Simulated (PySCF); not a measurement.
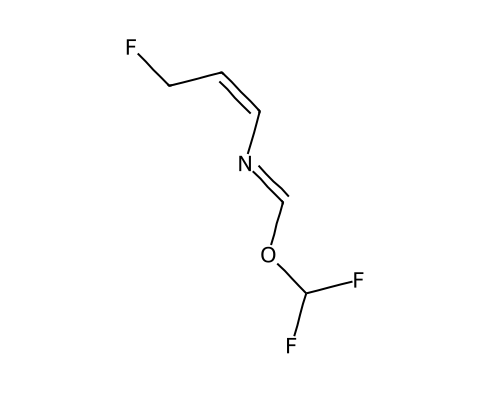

> Transcribe the drawing into SMILES.

FC/C=C\N=C\OC(F)F

> Give the formula, hydrogens included.

C5H6F3NO.

> An optimisation with PBE0-D3(BJ)/def2-SVP gave a structure of which point group?

C1. Other conformers may differ.

The parts below concern this one geometry. Atoms keep their numbers from picture to picture. The computed structure is the end point of a PBE0-D3(BJ)/def2-SVP optimisation. No frequency run is at hand to confirm it as a minimum.

Dipole moment

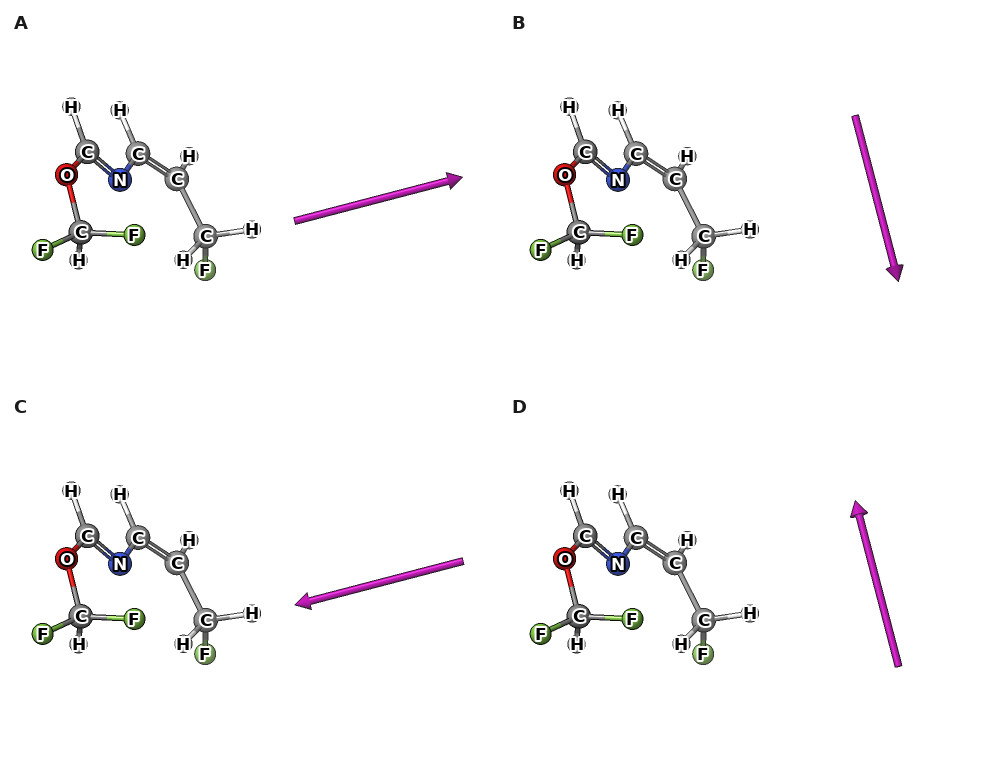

The same molecule four times, each with an arrow. No frequency run is at hand to confirm it as a minimum. Method: CAM-B3LYP/def2-SVPD, gas phase (PySCF 2.14.0).

> Which arrow points along the dipole moment, from the negative to the positive end?

D. The dipole moment is 2.58 D.

Excitation

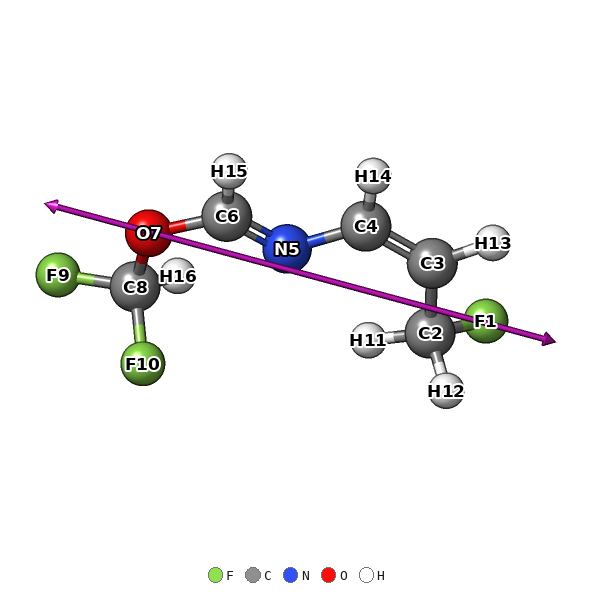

The double arrow shows the direction of the transition dipole to excited singlet state 2 (its length means nothing). No frequency run is at hand to confirm it as a minimum. Method: TDDFT CAM-B3LYP/def2-SVPD, vertical, IEF-PCM benzene (non-equilibrium linear response), core orbitals frozen in the response (PySCF 2.14.0).

> How is the transition polarised?

Close to the long direction F1···F9.

> Where does the transition lie, and how strong is it?

5.61 eV (221 nm), oscillator strength 0.74, mainly HOMO → LUMO (weight 0.98); transition dipole 5.89 D.

NMR shielding

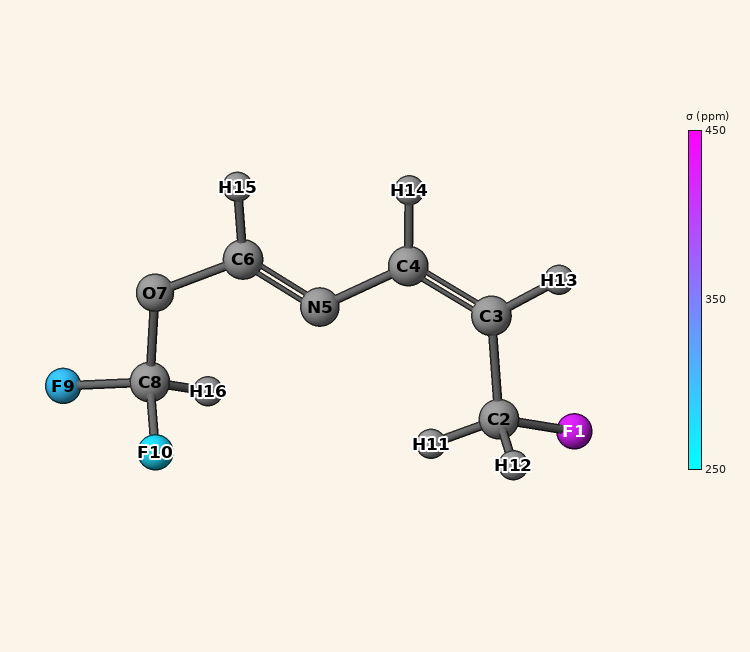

Atoms are coloured by their isotropic NMR shieldings (F only, the others grey). No frequency run is at hand to confirm it as a minimum. Method: GIAO PBE0/pcSseg-1 NMR shielding, non-relativistic, IEF-PCM benzene (PySCF 2.14.0).

Give the isotropic NMR shieldings of the F atoms atom by atom.

```
atom  σ (ppm)
  F1    423.3
  F9    294.8
 F10    275.9
```
